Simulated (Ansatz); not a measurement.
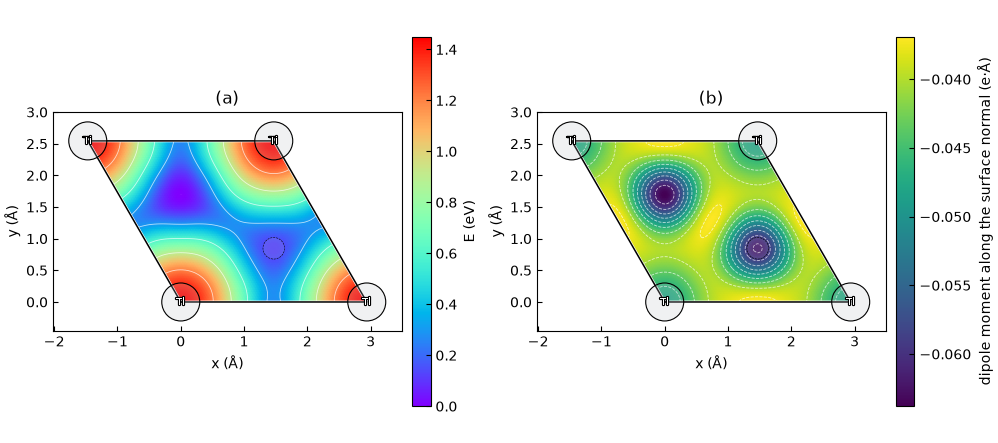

S on a Ti(001) slab cut from the P6_3/mmc phase, its upper half relaxed before the scan (5 atoms of substrate and one adsorbate in a 1 × 1 cell). S is moved over the surface cell; relaxed at each place: the height of the adsorbate's atoms; substrate rigid; the origin of the map has the adsorbate above Ti5. Places are given modulo a cell vector. The map is drawn in real space over the plane of the surface. The scan uses a 6 × 6 grid; 10 points were computed and 26 follow by symmetry. All energies are given in eV relative to the lowest grid point. With one adsorbate in each 1 × 1 cell, its nearest image is 2.9 Å away, so neighbouring adsorbates interact. The calculation used DFT PBE, scalar-relativistic, plane waves, PAW in Ansatz 0.2.0. Settings: cutoff 420 eV, k-mesh 9×9×1, gaussian smearing 0.1 eV, no spin polarisation.

Panel (a) is the energy and panel (b) the computed dipole moment along the surface normal on the same grid.

In the figure: a smooth colour map with a few white contour lines, labelled circles for the atoms of the top layer and small ones for the second layer, the outline of one cell of the plane. Between grid points the surface is interpolated.

How does the dipole moment along the surface normal vary over the map, and what is it at the lowest grid point?

Answer. It runs from −0.06 e·Å at a threefold hollow, (2/6, 4/6) of the cell vectors to −0.04 e·Å at a bridge site between two Ti atoms, (0/6, 3/6) of the cell vectors. At the lowest grid point, a threefold hollow, (2/6, 4/6) of the cell vectors, it is −0.06 e·Å.

```
second ↓, first →    0/6    1/6    2/6    3/6    4/6    5/6
              5/6  −0.04  −0.04  −0.05  −0.05  −0.04  −0.04
              4/6  −0.04  −0.05  −0.06  −0.05  −0.04  −0.04
              3/6  −0.04  −0.05  −0.05  −0.04  −0.05  −0.05
              2/6  −0.04  −0.04  −0.04  −0.05  −0.06  −0.05
              1/6  −0.04  −0.04  −0.04  −0.05  −0.05  −0.04
              0/6  −0.05  −0.04  −0.04  −0.04  −0.04  −0.04
```

PAW datasets: the set soft_1.
